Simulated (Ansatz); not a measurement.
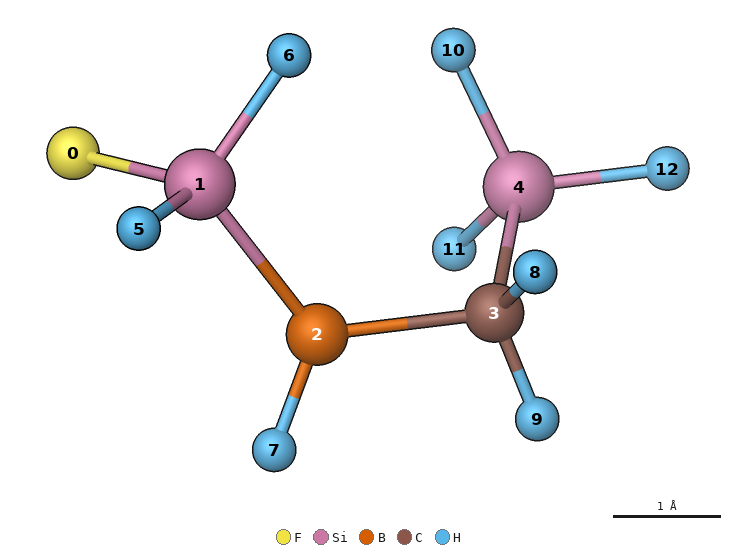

The picture shows the input geometry. Atoms are numbered from 0, in the order of the input.

Ansatz 0.2.0 input:

```yaml
crystal:
  periodic: [false, false, false]
  atoms:
    - {symbol: F, position_ang: [-2.911800, 0.586800, -0.281100]}
    - {symbol: Si, position_ang: [-1.514700, 1.381400, 0.125300]}
    - {symbol: B, position_ang: [-0.415600, 0.124800, 1.071700]}
    - {symbol: C, position_ang: [1.146000, -0.234800, 0.555500]}
    - {symbol: Si, position_ang: [0.970200, -1.279000, -1.018900]}
    - {symbol: H, position_ang: [-1.788800, 2.559700, 0.984900]}
    - {symbol: H, position_ang: [-0.793300, 1.833300, -1.088600]}
    - {symbol: H, position_ang: [-0.713600, -0.282700, 2.118100]}
    - {symbol: H, position_ang: [1.647400, 0.701000, 0.400100]}
    - {symbol: H, position_ang: [1.603600, -0.833900, 1.359000]}
    - {symbol: H, position_ang: [0.288100, -0.500900, -2.038400]}
    - {symbol: H, position_ang: [0.226200, -2.492800, -0.714900]}
    - {symbol: H, position_ang: [2.276800, -1.597700, -1.457900]}
basis:
  gaussian: {orbitals: def2-SVP}
hamiltonian: {xc: pbe, dispersion: d4}
relax: {f_tol: 0.03, max_steps: 200}
```

Command:

```sh
ansatz run in.yaml --threads 4 --pin off --events-out ev --progress --plain --max-ram 10444MiB
```

Result (its end):

```
1316 factors; their error is unknown
mean field -20294.23456536 eV, -745.7993643506 hartree, gradient 1.7e-5 eV, S^2 0.000000; 1 other end points of the search recorded, 0 dependent functions left out
the calculation of the forces begins
reference -20294.23460683 eV, -745.7993658746 hartree; 28, 28 occupied and 90, 90 virtual orbitals, 1316 factors
Total energy: -20294.51585621 eV, -745.8097015988 hartree
Atom 0 at    -3.173495     1.175547     0.135116 Å, force    -0.003594     0.004199    -0.001146 eV/Å
Atom 1 at    -1.555750     1.496894     0.157502 Å, force     0.021191     0.023432     0.007458 eV/Å
Atom 2 at    -0.471384    -0.027665     0.909847 Å, force    -0.000882    -0.003027    -0.002683 eV/Å
Atom 3 at     1.035487    -0.154831     0.611782 Å, force    -0.004240     0.003242    -0.007577 eV/Å
Atom 4 at     1.098567    -1.344713    -0.903300 Å, force     0.002728    -0.011744     0.003562 eV/Å
Atom 5 at    -1.346939     2.718886     1.028014 Å, force    -0.007201    -0.025448    -0.019370 eV/Å
Atom 6 at    -1.150788     1.867529    -1.250404 Å, force    -0.008398    -0.002477     0.016866 eV/Å
Atom 7 at    -1.015031    -0.878254     1.594907 Å, force     0.004799     0.001960    -0.006623 eV/Å
Atom 8 at     1.562915     0.757315     0.259685 Å, force    -0.001041    -0.001413     0.008077 eV/Å
Atom 9 at     1.633560    -0.682152     1.385039 Å, force     0.001361     0.001171    -0.003347 eV/Å
Atom 10 at     0.327250    -0.773469    -2.060043 Å, force     0.003351    -0.005058     0.003536 eV/Å
Atom 11 at     0.535207    -2.691835    -0.548888 Å, force     0.006130     0.014122    -0.001676 eV/Å
Atom 12 at     2.540902    -1.498051    -1.304457 Å, force    -0.014201     0.001042     0.002924 eV/Å
Dipole moment:     0.566304    -0.111089     0.022074 e Å
```
